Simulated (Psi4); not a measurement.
# InH5S (In(H2S)H3) at 4 levels

Wanted: a comparison of 4 runs (HF/3-21G, wB97X/def2-SVP, CAM-B3LYP/def2-SVPD, MP2/def2-SVPD) of InH5S (In(H2S)H3). 

Program for the calculation: Psi4 1.11.

## (1) The molecule

InH5S: 7 atoms, total charge 0, spin state singlet. SMILES: `[H][In]([H])([H])<-[SH2]`. Geometry: a GFN2-xTB relaxation, a rough one for these elements and not checked as a minimum.

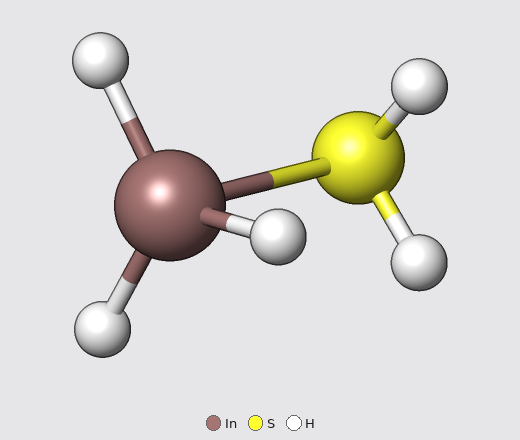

The structure, seen from a chosen angle (indium brown, sulfur yellow, hydrogen white).

## (2) Energy and forces at HF/3-21G (run 1)

job.inp reads:

```
memory 1600 mb

molecule {
  0 1
  In     0.25620907    -0.42464036    -2.07900109
  S      0.27888578    -0.48760603     3.04640859
  H      0.96207847     1.93458822     3.11591272
  H     -2.17095517     0.09021553     3.09423756
  H      3.41634137    -0.34243727    -2.54052890
  H     -1.36230356     2.36066477    -2.10215024
  H     -1.38027486    -3.13078486    -2.53487862
  units bohr
  symmetry c1
}

set {
  basis 3-21G
  puream true
  e_convergence 1e-09
  d_convergence 1e-08
  scf_type pk
}

result, w = gradient("scf", return_wfn=True)
oeprop(w, "DIPOLE", "WIBERG_LOWDIN_INDICES", "QUADRUPOLE")
```

Started as:

```
$ psi4 -n 1 job.inp job.out
```

job.out:

```text
[...]
  Running in c1 symmetry.
[...]
  Nuclear repulsion =  237.950554347491419
[...]
  Multiplicity = 1
[...]
  Nalpha       = 35
  Nbeta        = 35
[...]
    Number of basis functions: 54
[...]
   @RHF iter   1: -6112.65388019831698   -3.05364e+00   1.27845e-02 ADIIS/DIIS
[...]
   @RHF iter  10: -6113.12245072812038    0.00000e+00   2.18270e-09 DIIS
[...]
    Orbital Energies [Eh]
    ---------------------
    Doubly Occupied:
       1A   -991.665887     2A   -148.637818     3A   -138.069116
       4A   -138.068103     5A   -138.068050     6A    -91.382440
       7A    -29.523144     8A    -25.064892     9A    -25.061202
      10A    -25.061061    11A    -17.465340    12A    -17.463959
      13A    -17.463795    14A    -17.460662    15A    -17.460631
      16A     -8.985419    17A     -6.659699    18A     -6.657910
      19A     -6.655568    20A     -4.971499    21A     -3.443927
      22A     -3.438101    23A     -3.437966    24A     -1.089390
      25A     -1.070783    26A     -1.070258    27A     -1.067703
      28A     -1.066449    29A     -1.058874    30A     -0.648344
      31A     -0.572665    32A     -0.541269    33A     -0.441514
      34A     -0.388753    35A     -0.386531
[...]
  @RHF Final Energy: -6113.12245072812038
   => Energetics <=
    Nuclear Repulsion Energy =            237.9505543474914191
    One-Electron Energy =               -8919.0085648156673415
    Two-Electron Energy =                2567.9355597400553961
    Total Energy =                      -6113.1224507281203842
[...]
  -Total Gradient:
     Atom            X                  Y                   Z
    ------   -----------------  -----------------  -----------------
       1       -0.001443669034     0.002339801256     0.015381834745
       2       -0.001008323632     0.001674215397    -0.012262833775
       3       -0.008150704927    -0.007770754002    -0.004957406686
       4        0.010848131526     0.003356416261    -0.004919666086
       5       -0.024269735026    -0.000882852224     0.003465809368
       6        0.011246255816    -0.019315482790    -0.000160031212
       7        0.012778045279     0.020598656100     0.003452293102
[...]
 Multipole Moments:
 ------------------------------------------------------------------------------------
     Multipole            Electronic (a.u.)      Nuclear  (a.u.)        Total (a.u.)
 ------------------------------------------------------------------------------------
 L = 1.  Multiply by 2.5417464519 to convert [e a0] to [Debye]
 Dipole X            :          0.6179396           -0.9440048           -0.3260652
 Dipole Y            :         -0.9941926            1.5459910            0.5517984
 Dipole Z            :        -10.4646142           11.5474579            1.0828437
 Magnitude           :                                                    1.2583126
 L = 2.  Multiply by 1.3450342976 to convert [e a0^2] to [Debye ang]
 Quadrupole XX       :        -55.6581678           21.6642613          -33.9939066
 Quadrupole XY       :         -0.2043160            0.5943610            0.3900450
[...]
```

Wall time 2.2 s (1 thread of Intel Xeon 6975P-C (Granite Rapids), shared host); peak memory 0.2 GiB.

## (3) Energy and forces at wB97X/def2-SVP (core potential) (run 2)

job.dat reads:

```
memory 1600 MB

molecule m {
  In
  S 1 R2
  H 2 R3 1 A3
  H 2 R4 3 A4 1 D4
  H 1 R5 2 A5 4 D5
  H 1 R6 5 A6 2 D6
  H 1 R7 5 A7 6 D7

  R2 = 2.712481
  R3 = 1.332288
  A3 = 90.97331
  R4 = 1.332212
  A4 = 92.44863
  D4 = -90.7226
  R5 = 1.69057
  A5 = 98.07063
  D5 = 165.33113
  R6 = 1.704743
  A6 = 118.27386
  D6 = 95.6952
  R7 = 1.690812
  A7 = 120.51811
  D7 = 160.34106
  units angstrom
  symmetry c1
}

set globals {
  basis                def2-SVP
  reference            rks
  puream               true
  e_convergence        1e-09
  d_convergence        1e-08
  scf_type             pk
  dft_radial_points    99
  dft_spherical_points 590
}

energy_value, wavefunction = gradient("wb97x", return_wfn=True)
```

Started as:

```
$ psi4 -i job.dat -o job.out -n 1
```

job.out (excerpt; [...] marks lines left out):

```text
[...]
    !!!  WARNING: ECP capability is in beta. Please check occupations closely.  !!!
[...]
  Running in c1 symmetry.
[...]
  Nuclear repulsion =  114.580469478934290
[...]
  Multiplicity = 1
[...]
  Nalpha       = 21
  Nbeta        = 21
[...]
    Number of basis functions: 69
[...]
   @RKS iter   1:  -591.14112969487769   -1.20365e+00   3.98331e-03 ADIIS/DIIS
[...]
   @RKS iter  10:  -591.19510544806724   -6.48015e-12   4.21816e-09 DIIS
[...]
  @RKS Final Energy:  -591.19510544806724
   => Energetics <=
    Nuclear Repulsion Energy =            114.5804694789342904
    One-Electron Energy =               -1115.6404624477036123
    Two-Electron Energy =                 441.8341743498968412
    DFT Exchange-Correlation Energy =     -31.9692868291948216
    Empirical Dispersion Energy =           0.0000000000000000
    VV10 Nonlocal Energy =                  0.0000000000000000
    Total Energy =                       -591.1951054480672383
[...]
 Multipole Moments:
 ------------------------------------------------------------------------------------
     Multipole            Electronic (a.u.)      Nuclear  (a.u.)        Total (a.u.)
 ------------------------------------------------------------------------------------
 L = 1.  Multiply by 2.5417464519 to convert [e a0] to [Debye]
 Dipole X            :         -1.5544577            1.9065378            0.3520801
 Dipole Y            :          1.4853402           -1.8241814           -0.3388411
 Dipole Z            :        -42.2533755           43.4719877            1.2186123
 Magnitude           :                                                    1.3129317
[...]
  -Total Gradient:
     Atom            X                  Y                   Z
    ------   -----------------  -----------------  -----------------
       1       -0.000727155346     0.000704359544     0.009442982326
       2        0.006925637047    -0.006579019125    -0.009356983608
       3        0.000850127545     0.008096332331    -0.001714658535
       4       -0.008103132256    -0.001200525628    -0.001724283561
       5        0.010750496737     0.003133166093     0.001077388489
       6       -0.007012106742     0.006771009927     0.000933320083
       7       -0.002804657380    -0.010810112688     0.001059007384
[...]
```

Wall time 12 s (1 thread of Intel Xeon 6975P-C (Granite Rapids), shared host); peak memory 0.95 GiB.

Run 3 isn't shown in full; the table further down has it.

## (4) The energy at MP2/def2-SVPD (core potential) (run 4)

calc.dat reads:

```
memory 1600 mb

molecule {
  In     0.135580    -0.224710    -1.100160
  S      0.147580    -0.258030     1.612090
  H      0.509110     1.023740     1.648870
  H     -1.148820     0.047740     1.637400
  H      1.807850    -0.181210    -1.344390
  H     -0.720900     1.249210    -1.112410
  H     -0.730410    -1.656740    -1.341400
  units angstrom
  symmetry c1
}

set {
  puream true
  e_convergence 1e-09
  d_convergence 1e-08
  scf_type pk
  num_frozen_docc 9
  mp2_type conv
}

e_tot = energy("mp2/def2-SVPD")
```

Started as:

```
$ psi4 -n 1 calc.dat calc.out
```

calc.out:

```text
[...]
    !!!  WARNING: ECP capability is in beta. Please check occupations closely.  !!!
[...]
  Running in c1 symmetry.
[...]
  Nuclear repulsion =  114.580463889091533
[...]
  Multiplicity = 1
[...]
  Nalpha       = 21
  Nbeta        = 21
[...]
    Number of basis functions: 99
[...]
   @RHF iter   1:  -589.39902375899419   -9.58257e-01   3.37745e-03 ADIIS/DIIS
[...]
   @RHF iter  10:  -589.48178013962001   -3.14913e-11   7.14023e-09 DIIS
[...]
    Orbital Energies [Eh]
    ---------------------
    Doubly Occupied:
       1A    -91.994826     2A     -9.026810     3A     -6.714581
       4A     -6.713634     5A     -6.712034     6A     -5.357198
       7A     -3.617307     8A     -3.609782     9A     -3.609759
      10A     -1.046724    11A     -1.003156    12A     -0.999368
      13A     -0.998925    14A     -0.995974    15A     -0.995426
      16A     -0.642217    17A     -0.576311    18A     -0.546029
      19A     -0.432001    20A     -0.389157    21A     -0.384803
[...]
  @RHF Final Energy:  -589.48178013962001
   => Energetics <=
    Nuclear Repulsion Energy =            114.5804638890915328
    One-Electron Energy =               -1115.3924419840691371
    Two-Electron Energy =                 411.3301979553575620
    Total Energy =                       -589.4817801396200139
[...]
 Multipole Moments:
 ------------------------------------------------------------------------------------
     Multipole            Electronic (a.u.)      Nuclear  (a.u.)        Total (a.u.)
 ------------------------------------------------------------------------------------
 L = 1.  Multiply by 2.5417464519 to convert [e a0] to [Debye]
 Dipole X            :          0.9481477           -1.1477355           -0.1995878
 Dipole Y            :         -1.4029462            1.7387936            0.3358473
 Dipole Z            :        -42.3396042           43.5021359            1.1625317
 Magnitude           :                                                    1.2264211
[...]
	SCS-MP2 Total Energy (a.u.)        :  -589.76156478612143
	SOS-MP2 Total Energy (a.u.)        :  -589.74285652051230
	SCSN-MP2 Total Energy (a.u.)       :  -589.58055978203674
[...]
	SOS-PI-MP2 Total Energy (a.u.)     :  -589.78636925066098
[...]
	MP2 Total Energy (a.u.)            :  -589.75546858719122
[...]
```

Wall time 4.8 s (1 thread of Intel Xeon 6975P-C (Granite Rapids), shared host); peak memory 0.58 GiB.

## (5) The series

| run | level | core potential | integration grid | energy (Eh) | dipole moment (D) | HOMO energy (eV) | LUMO energy (eV) | wall time |
| --- | --- | --- | --- | --- | --- | --- | --- | --- |
| 1 | HF/3-21G | none | – | -6113.122451 | 3.20 | -10.52 | 2.20 | 2.2 s |
| 2 | wB97X/def2-SVP (core potential) | def2 | 99 radial × 590 angular | -591.195105 | 3.34 | -9.89 | 1.54 | 12 s |
| 3 | CAM-B3LYP/def2-SVPD (core potential) | def2 | 99 radial × 590 angular | -591.146263 | 3.08 | -8.95 | -0.02 | 17 s |
| 4 | MP2/def2-SVPD (core potential) | def2 | – | -589.755469 | – | -10.47 | 1.30 | 4.8 s |

## (6) Outcome

| quantity | value |
| --- | --- |
| run 4: total energy | -589.75547 Eh |
| run 4: HOMO energy (Hartree–Fock orbitals) | -10.47 eV |
| run 4: LUMO energy (Hartree–Fock orbitals) | 1.30 eV |
| run 4: HOMO–LUMO gap (Hartree–Fock orbitals) | 11.77 eV |
| run 4: correlation energy (9 core orbitals frozen) | -273.7 mEh |

In words: Over runs 1, 2, 3 the dipole moment (its size) runs from 3.08 D (CAM-B3LYP/def2-SVPD) to 3.34 D (wB97X/def2-SVP). The two ends differ in method and basis. Over runs 1, 2, 3 the HOMO–LUMO gap runs from 8.93 eV (CAM-B3LYP/def2-SVPD) to 12.72 eV (HF/3-21G). The two ends differ in method and basis and core potential. Totals of different functionals can't be ranked against each other. Some runs of one species differ in core potentials or relativity; totals across that change don't compare. In run 1 relativity is left out where basis or elements ask for it. All runs together took 35 s, the longest 17 s.
